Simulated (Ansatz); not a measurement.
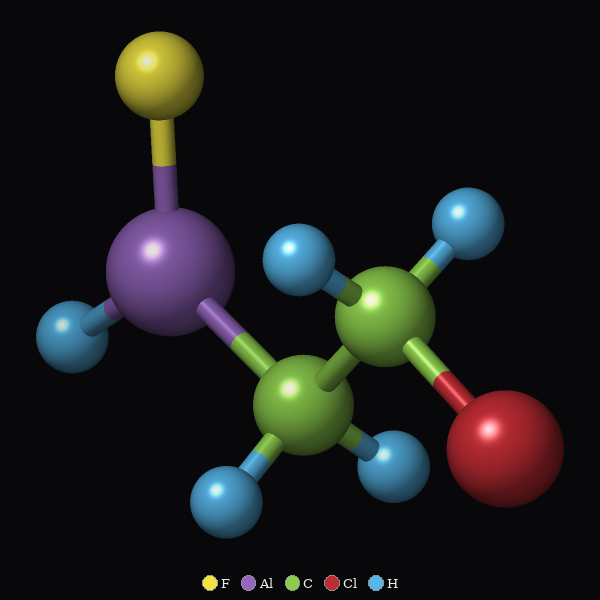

The geometry was computed by an optimisation with PBE0-D4/def2-TZVP. No frequency run is at hand to confirm it as a minimum. Program: Ansatz 0.2.0.

Tabulate dipole (D), HOMO–LUMO gap (eV), HOMO energy (eV) at these levels: B3LYP-D4/def2-TZVPP; PBE-D4/def2-TZVPP; r2SCAN-D4/def2-TZVPP; ωB97M-V/def2-TZVPP.

| level | dipole (D) | HOMO–LUMO gap (eV) | HOMO energy (eV) |
| --- | --- | --- | --- |
| B3LYP-D4/def2-TZVPP | 1.67 | 6.41 | −7.81 |
| PBE-D4/def2-TZVPP | 1.58 | 4.79 | −6.73 |
| r2SCAN-D4/def2-TZVPP | 1.69 | 5.45 | −7.02 |
| ωB97M-V/def2-TZVPP | 1.65 | 10.65 | −10.26 |
